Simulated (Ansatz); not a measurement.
# What a tighter setting buys: basis.ecutwfc, Zr₃Si (P6_3/mmc, 8 atoms in the cell)

Cell: a = 6.1174 Å, b = 6.1174 Å, c = 4.9711 Å, α = 90.00°, β = 90.00°, γ = 120.00°.

Level of theory: r2SCAN, default PAW files made with PBE (plane waves; Ansatz, an electronic-structure program).

Base settings: basis.ecutwfc = 500 eV; kpoints.mp_grid.grid = 5 5 5; hamiltonian.xc = r2scan; hamiltonian.pseudopotentials = {kind: paw} (the program's default PAW files); scf.occupations.method = fermi_dirac; scf.occupations.width = 0.1 eV.

Misses are taken against the tightest run, 1000 eV, which need not be fully converged itself. The energy is the free energy per atom.

The count of work is k-points × plane waves × bands × iterations; it is no time, and leaves out set-up, grids and terms that scale otherwise. 

Ansatz's pressure holds its estimate of the finite-basis (Pulay) stress, which hides part of the cutoff error; the uncorrected pressure shows it.

The starting cell comes from a database of computed structures (which also holds hypothetical and non-ambient phases and stackings), without a prior relaxation at this level. Ansatz's pressure includes its estimate of the finite-basis (Pulay) stress.

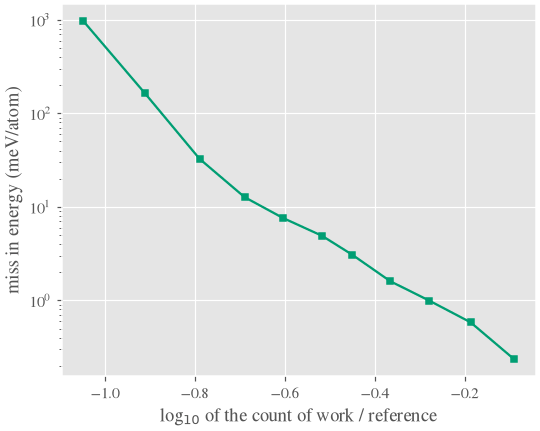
Fig. 1. Miss against the count of work; the reference run is not drawn, and misses under 0.1 meV/atom are drawn there.

```csv
basis.ecutwfc,energy less reference (meV/atom),pressure less reference (GPa),largest difference in the force on any atom (eV/Å),uncorrected pressure less reference (GPa),count of work / reference
200 eV,970.80,0.69,0.272,-36.11,0.089
250 eV,163.03,0.17,0.006,-7.58,0.12
300 eV,32.58,-0.04,0.005,-1.36,0.16
350 eV,12.72,0.01,0.001,-0.29,0.20
400 eV,7.59,0.00,0.001,-0.13,0.25
450 eV,4.90,0.01,0.001,-0.08,0.30
500 eV,3.07,0.01,0.001,-0.05,0.35
575 eV,1.60,0.00,0.000,-0.03,0.43
650 eV,1.00,-0.01,0.000,-0.01,0.53
750 eV,0.58,-0.01,0.000,-0.01,0.65
875 eV,0.24,0.00,0.000,0.00,0.81
1000 eV,0.00,0.00,0.000,0.00,1.0
```

Coarsest setting among those run that, with all tighter ones, holds the energy within 2 meV/atom of the reference: 575 eV, off by 1.6 meV/atom; it needs 0.43 of the reference's count of work.

Coarsest setting among those run that, with all tighter ones, holds the energy within 0.5 meV/atom of the reference: 875 eV, off by 0.24 meV/atom; its saving against the reference is no more than about a factor of 2 in the count of work.

The step from 500 eV to 875 eV: it takes the miss in the energy from 3.1 to 0.24 meV/atom, for 2.3 times the count of work.

Keys are those of Ansatz 0.2.
